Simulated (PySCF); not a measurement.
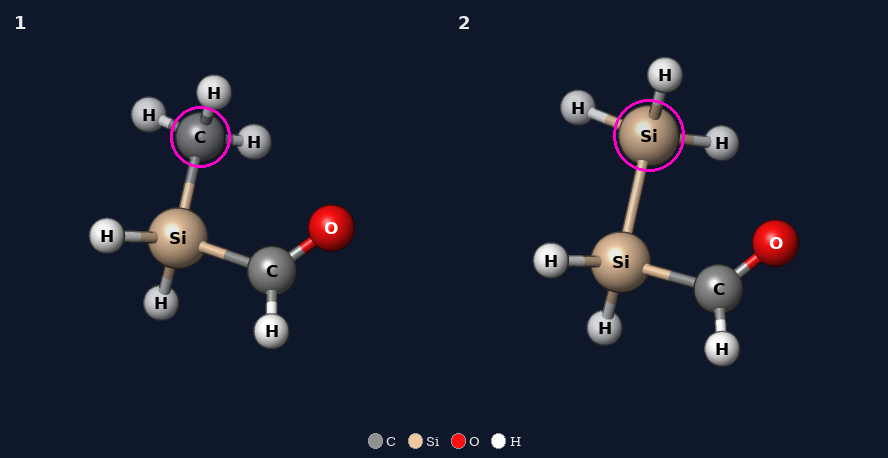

2 molecules with one skeleton, seen from the same side and at one scale; the atom that differs is circled. Charge 0, singlet. Computed geometries: PBE0-D3(BJ)/def2-SVP optimisations, one conformation each. Properties computed with PySCF 2.14.0.

One atom differs, called X below: C in panel 1, Si in panel 2. Their formulas are C2H6OSi (`C[SiH2]C=O`), CH6OSi2 (`O=C[SiH2][SiH3]`).

Question: In which is the length of X–Si larger (PBE0-D3(BJ)/def2-SVP)?

Answer: In panel 2 (X = Si).

Question: In which is the HOMO energy (Kohn–Sham orbital) higher (PBE0/def2-SVP)?

Answer: In panel 1 (X = C).

Give the values. With PBE0-D3(BJ)/def2-SVP: mean length of X–H (Å), length of X–Si (Å), mean angle H–X–H (°). With PBE0/def2-SVP: dipole moment (D), HOMO energy (Kohn–Sham orbital) (eV), HOMO–LUMO gap (eV), Hirshfeld charge of X (e), GIAO shielding of the Si bonded to X (ppm).

```
                                  quantity  1 (C)  2 (Si)   2 − 1
                    mean length of X–H (Å)  1.100   1.494  +0.394
                        length of X–Si (Å)  1.869   2.341  +0.472
                      mean angle H–X–H (°)  108.4   109.3    +0.9
                         dipole moment (D)   1.76    1.87   +0.11
      HOMO energy (Kohn–Sham orbital) (eV)  −6.82   −7.08   −0.26
                        HOMO–LUMO gap (eV)   5.57    5.56   −0.01
                 Hirshfeld charge of X (e)  −0.20    0.22   +0.42
GIAO shielding of the Si bonded to X (ppm)  457.1   474.2   +17.1
```
